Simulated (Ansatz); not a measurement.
# C2H8AlClSi2: the cost of one run

Program: Ansatz 0.2.0. Level of theory: RKS LDA/STO-3G. These are calculated values, not measurements.

## Step 1: The starting structure

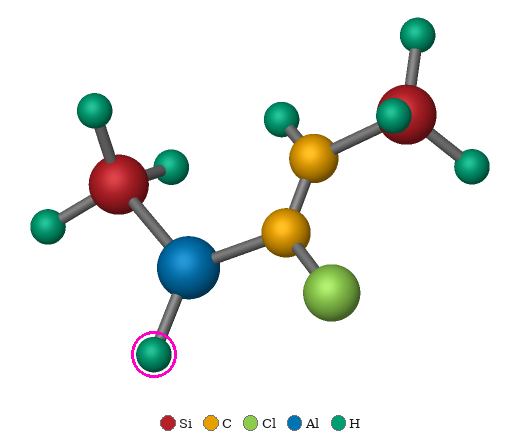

The starting structure, seen from a chosen angle (silicon red, carbon amber, chlorine green, aluminium blue, hydrogen teal). Ringed: H11.

Structure file:

```xyz
14

Si    0.7642   -2.8337   -0.2246
C     0.2676   -0.9984   -0.0930
C    -0.9854   -0.5569    0.2292
Cl   -2.2226   -1.6345    0.5860
Al   -1.3137    1.3720    0.3498
Si    0.4026    2.9511   -0.0746
H    -0.1004   -3.4184   -1.2583
H     2.1687   -2.8957   -0.6251
H     0.5006   -3.4355    1.0994
H     1.0662   -0.2810   -0.2720
H    -2.7843    1.8922    0.7879
H     1.5291    2.7230    0.8859
H     0.8375    2.7735   -1.4648
H    -0.1433    4.3131    0.1030
```

## Step 2: End point A

The input, input.yaml:

```yaml
crystal:
  periodic: [false, false, false]
  atoms:
    - { symbol: Si, position_ang: [0.7642, -2.8337, -0.2246] }
    - { symbol: C, position_ang: [0.2676, -0.9984, -0.093] }
    - { symbol: C, position_ang: [-0.9854, -0.5569, 0.2292] }
    - { symbol: Cl, position_ang: [-2.2226, -1.6345, 0.586] }
    - { symbol: Al, position_ang: [-1.3137, 1.372, 0.3498] }
    - { symbol: Si, position_ang: [0.4026, 2.9511, -0.0746] }
    - { symbol: H, position_ang: [-0.1004, -3.4184, -1.2583] }
    - { symbol: H, position_ang: [2.1687, -2.8957, -0.6251] }
    - { symbol: H, position_ang: [0.5006, -3.4355, 1.0994] }
    - { symbol: H, position_ang: [1.0662, -0.281, -0.272] }
    - { symbol: H, position_ang: [-2.7843, 1.8922, 0.7879] }
    - { symbol: H, position_ang: [1.5291, 2.723, 0.8859] }
    - { symbol: H, position_ang: [0.8375, 2.7735, -1.4648] }
    - { symbol: H, position_ang: [-0.1433, 4.3131, 0.103] }
basis:
  gaussian: { orbitals: STO-3G }
hamiltonian:
  xc: lda
relax:
  f_tol: 0.02
  max_steps: 50
output:
  orbitals: {}
```

Command:

```
> ansatz run input.yaml --threads 1 --pin off --max-ram 2048MiB --backend cpu --events-out ev --progress --plain --runs-dir out
```

**Question.** How long does this run take on 1 thread of Intel Xeon Platinum 8259CL at 2.50GHz (Skylake/Cascade Lake), shared host, and how much memory does it need?

About 38 s, with a peak of 0.17 GiB.
